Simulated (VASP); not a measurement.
Band structure of As (relaxed from the hcp structure, space group P6_3/mmc). Computed with PBEsol GGA, VASP's PBE PAW potentials (set 64) (plane waves; VASP).

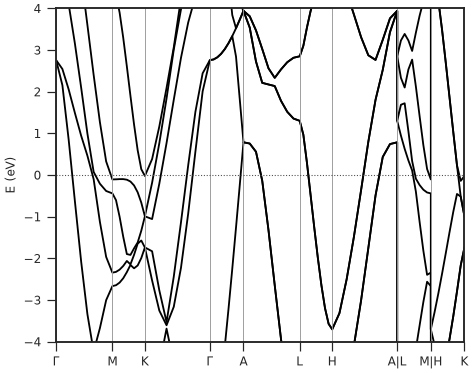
Figure: Bands along high-symmetry lines, zero at the valence-band maximum or, without a gap, the Fermi level

Read the plot: is there a gap, and where are the band edges?

It has no gap at this level: it comes out as a metal or semimetal. (Edges off the drawn lines would not show.)

The structure was generated: As was put into the hcp type (P6_3/mmc), which need not be its known phase. It was relaxed first.
